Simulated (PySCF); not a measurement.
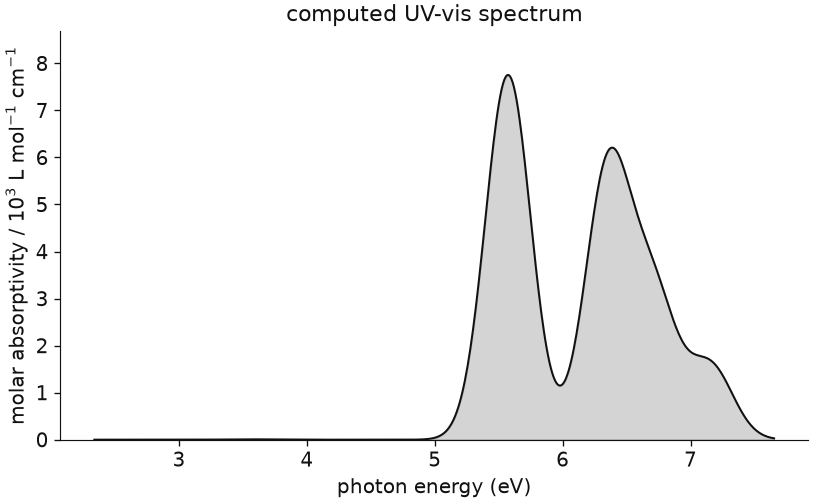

Vertical TDDFT excitations, PBE0/def2-SVPD with PySCF 2.14.0, at a GFN2-xTB geometry (no frequency check), gas phase. The lowest 6 singlet states are shown; each is broadened by a Gaussian of 1/e half-width 0.25 eV.

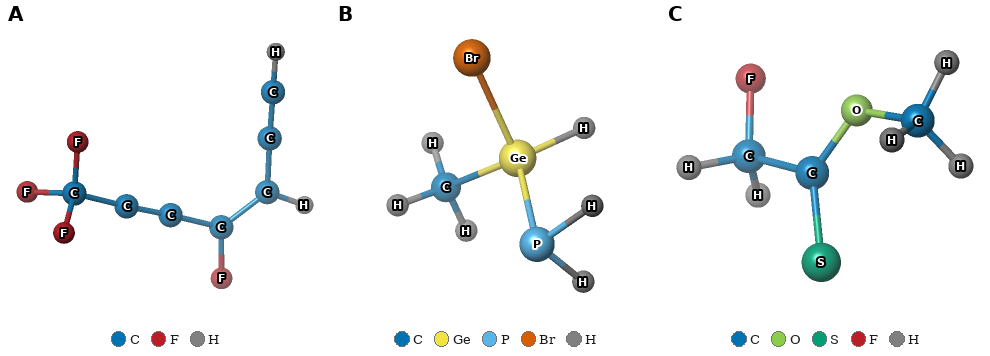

### Which molecule gives this spectrum? Choose among the lettered structures.

Structure C, C₃H₅FOS, SMILES COC(=S)CF. Its lowest singlet lies at 3.54 eV (f = 0.000) and the brightest of those computed is S2 at 5.57 eV (222 nm), f = 0.120, mainly HOMO−1 → LUMO (88 %).

Caveats: states above the negative HOMO energy depend on the basis; the tight-binding geometry is rougher than a DFT one and adds to the error; one conformer of a flexible molecule; core orbitals are frozen in the response.
